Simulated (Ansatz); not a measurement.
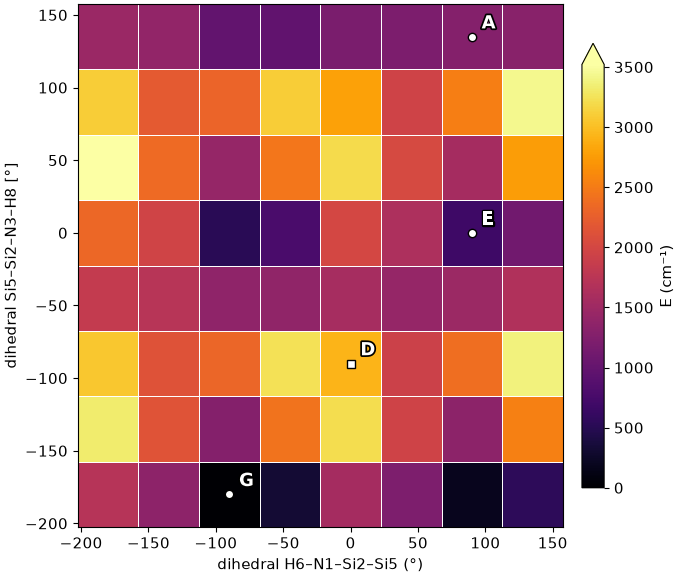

FH₇N₂Si₂, SMILES N[Si](N)(F)[SiH3]. First axis: dihedral H6–N1–Si2–Si5. Second axis: dihedral Si5–Si2–N3–H8. Nothing is relaxed (all other coordinates rigid). The scan uses an 8 × 8 grid. Points are written as (first, second). Energies: cm⁻¹, counted from the lowest grid point. These are results of Ansatz, RKS wB97X-V/def2-SVP, not measurements.

Drawn: one coloured cell a grid point, one colour for all values above the top of the scale, lettered points.

Question: Rank the lettered points by energy, lowest first.

Answer: G (0 cm⁻¹), E (675 cm⁻¹), A (1275 cm⁻¹), D (2922 cm⁻¹).
